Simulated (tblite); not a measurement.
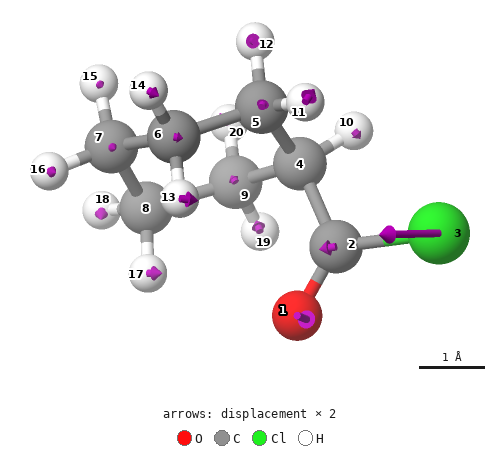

This is a relaxation of C₇H₁₁ClO. The starting structure is drawn; purple arrows show the displacements, magnified 2 times. The two geometries are superimposed by the best rigid fit.

The picture is a ball-and-stick view, seen from a free direction.

Method: GFN2-xTB geometry optimisation, gas phase in tblite. 

Which element moves most?

Answer. Chlorine: up to 0.69 Å, against 0.33 Å for oxygen.

What happened in the run?

Answer. The atom that moves furthest after the best rigid fit is Cl3 (0.69 Å). By element the largest moves are Cl 0.69 Å, O 0.33 Å, H 0.17 Å, C 0.15 Å. Some distances before and after: O1–C2 1.234 → 1.183 Å, C2–C4 1.529 → 1.498 Å, C2–Cl3 1.754 → 1.783 Å, C6–H13 1.108 → 1.092 Å. Bond angles that change, for instance: O1–C2–C4 123.7° → 129.4°, O1–C2–Cl3 123.5° → 118.6°, C9–C4–H10 106.5° → 109.5°. Groups turn about C2–C4 by about 25°. The energy falls by 5.35 kcal/mol in 74 geometry steps. Cost: 0.6 s on 1 thread of Arm Neoverse V1 (shared host).
